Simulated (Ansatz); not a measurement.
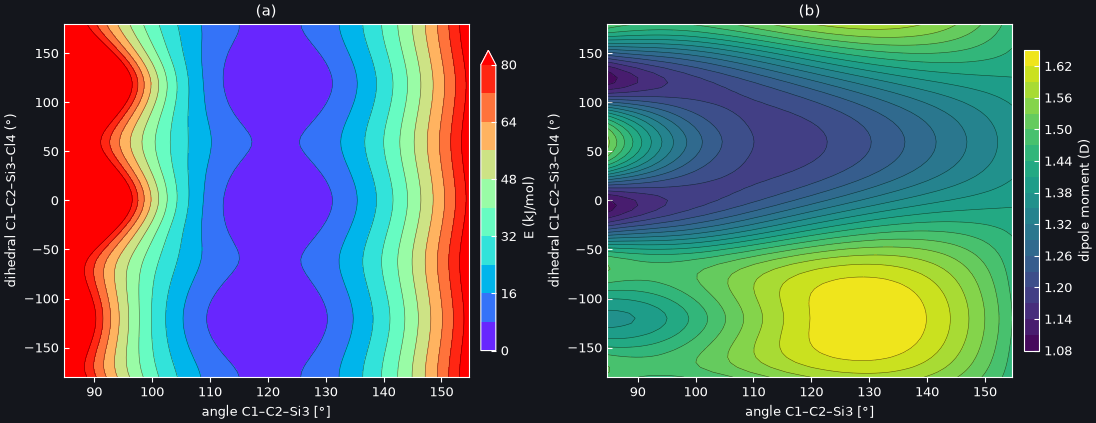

C₂H₃Cl₂Si, SMILES [CH]=C[SiH](Cl)Cl, spin multiplicity 2. 
- The first coordinate is: angle C1–C2–Si3; the second: dihedral C1–C2–Si3–Cl4.
- Nothing is relaxed (all other coordinates rigid).
- The scan uses a 13 × 12 grid.
- Energies: kJ/mol, counted from the lowest grid point.
- Level of theory: UKS PBE0-D4/def2-SVP in Ansatz 0.2.0.

Panel (a) is the energy and panel (b) the computed dipole moment on the same grid.

In the figure: filled contours, one colour for all values above the top of the scale. Between grid points the surface is interpolated.

How does the dipole moment vary over the map, and what is it at the lowest grid point?

Leaving out the highest fifth of the energies, it runs from 1.19 D at angle C1–C2–Si3 = 113.8°, dihedral C1–C2–Si3–Cl4 = 60° to 1.65 D at angle C1–C2–Si3 = 131.3°, dihedral C1–C2–Si3–Cl4 = −120°. At the lowest grid point, angle C1–C2–Si3 = 119.7°, dihedral C1–C2–Si3–Cl4 = −120°, it is 1.62 D.
